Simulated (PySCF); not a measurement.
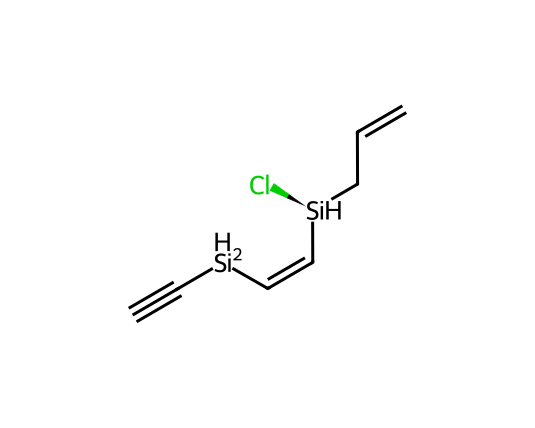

The geometry was computed by an optimisation with GFN2-xTB. No frequency run is at hand to confirm it as a minimum. Method: PBE0/pcSseg-1, gas phase (PySCF 2.14.0).

What does the calculation give?

The species is C7H11ClSi2 (`C#C[SiH2]/C=C\[Si@@H](Cl)CC=C`).
- dipole moment: 1.82 D
- HOMO energy (Kohn–Sham orbital): −7.15 eV
- LUMO energy (Kohn–Sham orbital): −1.37 eV
- HOMO–LUMO gap: 5.78 eV

The geometry is semi-empirical. Around Si such bond lengths and angles can be off by a tenth of an ångström or more and by several degrees, and values that hang on the shape move with them.
